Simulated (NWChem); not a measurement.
# PBE0/def2-TZVP run of H4P2 (diphosphine)

Aim: the electronic atomisation energy of H4P2 (diphosphine) at PBE0/def2-TZVP, from 3 runs. 

The results are computed with NWChem 7.3.0.

**1. Starting point**

H4P2 has 6 atoms, charge 0, and is taken as a singlet. SMILES: `PP`. The shape is that of a PBE0-D4/def2-TZVP optimisation.

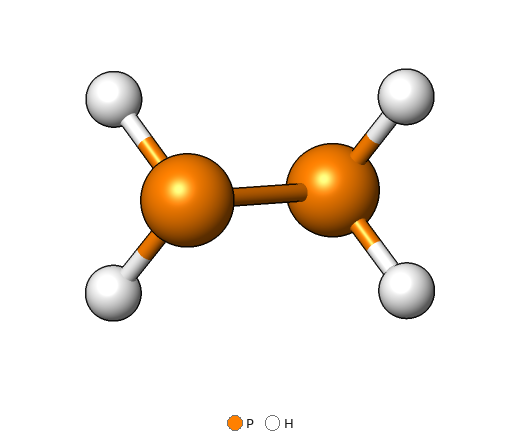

Viewed from a chosen angle; phosphorus orange, hydrogen white.

**2. The energy at PBE0/def2-TZVP**

Input file h4p2.nw:

```
start h4p2
title "H4P2"
memory 2200 mb
charge 0

geometry units atomic noautosym nocenter noautoz
P    0.68993901  -1.98194476  -0.15552446
P   -0.69012798   1.98251168   0.14758761
H   -0.93919388  -2.87540727   1.78579119
H   -1.08111232  -2.63219952  -2.06906113
H    0.95015430   2.88107645  -1.78182276
H    1.07034088   2.62596342   2.07302956
end

basis spherical bse
* library def2-TZVP
end

dft
xc pbe0
grid medium
convergence energy 1e-08
maxiter 100
mulliken
noprint "final vectors analysis"
end

task dft energy
```

Launch:

```bash
$ nwchem h4p2.nw > h4p2.out
```

What it wrote:

```text
Northwest Computational Chemistry Package (NWChem) 7.3.0
             --------------------------------------------------------

           Job information
           ---------------

    nwchem branch   = 7.3.0
    use scalapack   = T
    input           = h4p2.nw
    prefix          = h4p2.
    data base       = ./h4p2.db
    status          = startup
    nproc           =        1

           Memory information
           ------------------

    heap     =     72089600 doubles =      550.0 Mbytes
    stack    =     72089597 doubles =      550.0 Mbytes
    global   =    144179200 doubles =     1100.0 Mbytes (distinct from heap & stack)
    total    =    288358397 doubles =     2200.0 Mbytes
    verify   = yes
    hardfail = no

[... 34 lines left out ...]
            Nuclear Dipole moment (a.u.)
[... 94 lines left out ...]
          Convergence on energy requested:  1.00D-08
[... 22 lines left out ...]
          Spatial weights used:  Erf1
[... 4 lines left out ...]
          total energy or number of iterations.
[... 28 lines left out ...]
 2-e energy   =     348.510846
[... 38 lines left out ...]
      One electron energy =    -1123.075193505281
[... 2 lines left out ...]
 Nuclear repulsion energy =       88.619053925091
[... 31 lines left out ...]
 center of mass
 --------------
 x =  -0.00008583 y =   0.00025748 z =  -0.00360472

 moments of inertia (a.u.)
 ------------------
         290.518862413833          73.550832394308           5.384371522903
          73.550832394308          50.109804285316         -19.236481539552
           5.384371522903         -19.236481539552         307.663991559640

     Multipole analysis of the density
     ---------------------------------

     L   x y z        total         alpha         beta         nuclear
     -   - - -        -----         -----         ----         -------
     0   0 0 0     -0.000000    -17.000000    -17.000000     34.000000

     1   1 0 0      0.000071      0.001358      0.001358     -0.002646
[... 8 lines of this table left out ...]
     2   0 0 2    -20.243171    -17.937564    -17.937564     15.631957

 Task  times  cpu:        9.3s     wall:        9.3s
 Total times  cpu:        9.4s     wall:        9.4s
```

Wall time 9.9 s (1 thread of Intel Xeon Platinum 8488C (Sapphire Rapids), shared host); peak memory 0.12 GiB.

**3. The H atom**

Input file h.nw:

```
start h
memory stack 880 mb heap 220 mb global 1100 mb

geometry units angstrom noautosym nocenter noautoz
H     0.000000    0.000000    0.000000
end

basis spherical bse
* library def2-TZVP
end

dft
xc pbe0
mult 2
grid medium
convergence energy 1e-08
maxiter 100
mulliken
noprint "final vectors analysis"
end

task dft energy
```

Run the same way, it converges to -0.50104 Eh (log not shown).

**4. The P atom, same level**

Input file calc.nw:

```
start calc
title "P PBE0"
memory stack 880 mb heap 220 mb global 1100 mb
charge 0

geometry noautosym nocenter noautoz
  P        0.000000       0.000000       0.000000
end

basis spherical bse
  * library def2-TZVP
end

dft
  xc pbe0
  mult 4
  grid medium
  convergence energy 1e-08
  maxiter 100
  mulliken
  noprint "final vectors analysis"
end

task dft energy
```

Launch:

```bash
$ nwchem calc.nw > calc.out
```

What it wrote:

```text
Northwest Computational Chemistry Package (NWChem) 7.3.0
             --------------------------------------------------------

           Job information
           ---------------

    nwchem branch   = 7.3.0
    use scalapack   = T
    input           = calc.nw
    prefix          = calc.
    data base       = ./calc.db
    status          = startup
    nproc           =        1

           Memory information
           ------------------

    heap     =     28835838 doubles =      220.0 Mbytes
    stack    =    115343355 doubles =      880.0 Mbytes
    global   =    144179200 doubles =     1100.0 Mbytes (distinct from heap & stack)
    total    =    288358393 doubles =     2200.0 Mbytes
    verify   = yes
    hardfail = no

[... 31 lines left out ...]
            Nuclear Dipole moment (a.u.)
[... 58 lines left out ...]
          Convergence on energy requested:  1.00D-08
[... 21 lines left out ...]
          Spatial weights used:  Erf1
[... 4 lines left out ...]
          total energy or number of iterations.
[... 28 lines left out ...]
 2-e energy   =     130.966193
[... 39 lines left out ...]
      One electron energy =     -471.605437833293
[... 2 lines left out ...]
 Nuclear repulsion energy =        0.000000000000
[... 44 lines left out ...]
   alpha     11     12     13     14     15     16     17     18     19     20
    beta     10     12     15     14     16     17     18     13     20     22
 overlap   0.789  0.661  0.870  0.792  0.801  0.752  0.588  1.000  0.766  0.723

   alpha     21     22     23     24     25     26     27     28     29     30
    beta     21     19     23     24     30     24     25     29     28     29
 overlap   0.772  0.810  0.923  0.575  0.816  0.622  0.811  0.578  0.874  0.572

   alpha     31     32     33     34     35     36     37
    beta     31     33     31     35     36     34     37
 overlap   0.751  0.752  0.654  0.775  0.909  0.829  1.000

     --------------------------
     Expectation value of S2:
     --------------------------
      <S2> =      3.7500 (Exact =     3.7500)

 Task  times  cpu:        0.9s     wall:        0.9s
 Total times  cpu:        0.9s     wall:        0.9s
```

Run time: 1.4 s. Hardware: 1 thread of Intel Xeon Platinum 8488C (Sapphire Rapids), shared host; peak memory 0.11 GiB.

**5. Summary of results**

At PBE0/def2-TZVP:

| quantity | value |
| --- | --- |
| molecule: total energy | -684.85657 Eh |
| molecule: dipole moment | 0.00 D |
| H atom: total energy | -0.50104 Eh |
| H atom: ⟨S²⟩ | 0.750 |
| P atom: total energy | -341.13506 Eh |
| P atom: ⟨S²⟩ | 3.750 |
| electronic atomisation energy | 15.845 eV |

**Reading.** Taking the molecule apart into free atoms costs 15.85 eV (1529 kJ/mol), before zero-point energy and without spin-orbit coupling.
